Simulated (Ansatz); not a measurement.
```
CELL_PARAMETERS angstrom
4.41660 0.00000 0.00000
-2.20830 3.82489 0.00000
0.00000 0.00000 21.91682
ATOMIC_POSITIONS crystal
Si 0.66667 0.33333 0.08181
Si 0.00000 0.00000 0.05407
Si 0.00000 0.00000 0.94593
Si 0.33333 0.66667 0.91819
Sn 0.66667 0.33333 0.20178
Sn 0.33333 0.66667 0.38319
Sn 0.33333 0.66667 0.25336
Sn 0.00000 0.00000 0.43496
Sn 0.00000 0.00000 0.56504
Sn 0.33333 0.66667 0.79822
Sn 0.66667 0.33333 0.61681
Sn 0.66667 0.33333 0.74664
```

Space group P-3m1; a generated structure, not necessarily the stable one.

These are results of DFT PBE, scalar-relativistic, plane waves, PAW in Ansatz, not measurements.

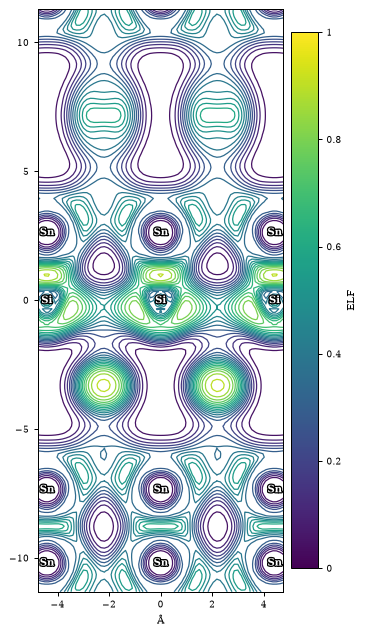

SiSn$_{2}$. Electron localisation function on the (100) plane of the conventional cell.

In a PAW calculation such maps are meaningful between the atoms, not at the nuclei.

Describe what can be read from this map.

Answer. Atoms in the plane: Si and Sn.
Si–Sn (2.63 Å): the ELF peaks at about 0.90 in the valence shell of Si, 1.0 Å from its nucleus, and is about 0.75 at the midpoint.
Sn–Sn (2.85 Å): the ELF peaks at about 0.65 between the atoms.
